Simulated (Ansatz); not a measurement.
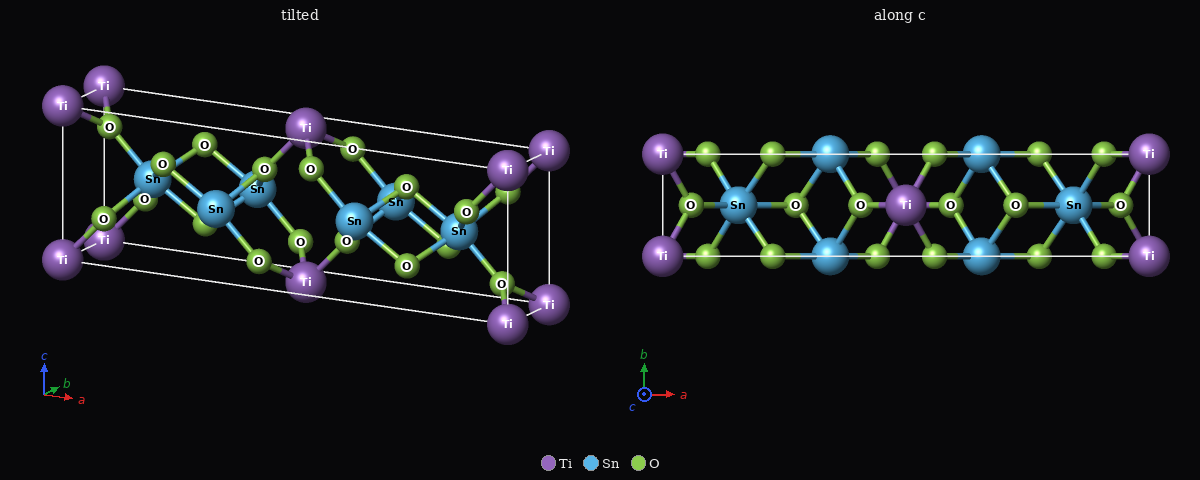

A ball-and-stick picture of a crystal structure, seen slightly off an axis and along the c axis. The parallelepiped is the conventional unit cell.

TiSn$_{2}$O$_{6}$, space group C2/m (No. 12), a = 14.939 Å, b = 3.136 Å, c = 4.827 Å, α = 90.00°, β = 92.75°, γ = 90.00°. Its origin is a structure type filled with these elements by a generator (whether the compound takes this form wasn't checked). Earlier steps of the study may have refined or changed the cell and positions. It was run through Ansatz as a DFT input.

This one geometry was computed with Ansatz (DFT, plane waves, PAW) at three levels of theory: r2SCAN, PBE+U (U_eff = 4.00 eV on Ti d) and PBE.

> Which level gives the highest pressure at this volume, and what does that say about its equilibrium volume?

Highest: PBE+U (U_eff = 4.00 eV on Ti d) (0.8 GPa), which points to the largest equilibrium volume. Lowest, with the smallest volume: r2SCAN (-6.6 GPa). Levels within 0.5 GPa of each other can't be told apart.

> How does the band gap change with the level of theory?

PBE: a gap of 1.89 eV, indirect; PBE+U (U_eff = 4.00 eV on Ti d): a gap of 2.18 eV, indirect; r2SCAN: a gap of 2.32 eV, indirect.

> Collect the results in a table.

| level | cutoff (eV) | k-mesh of the run's cell | gap (eV) | pressure (GPa) |
| --- | --- | --- | --- | --- |
| r2SCAN | 500 | 10×10×6 | 2.32 | -6.6 |
| PBE+U (U_eff = 4.00 eV on Ti d) | 420 | 10×10×6 | 2.18 | 0.8 |
| PBE | 420 | 10×10×6 | 1.89 | 0.0 |

Gaps are taken on the k-mesh or band path of each run.
